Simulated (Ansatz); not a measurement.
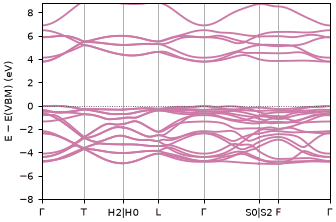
Figure. Band structure from the program Ansatz at the PBEsol level (PAW)

The gap is 3.79 eV; an edge lies off the plotted path or next to a special point (maximum off the standard path, minimum at Γ).

The material is LiTaO3 in space group R3c (No. 161; Li on 6a, Ta on 6a, O on 18b).

The PBEsol relaxation kept the symmetry of its start. The run is not spin-polarised. Spin–orbit coupling is left out wherever it is not named.

Potentials: the later of the program's two PAW sets.
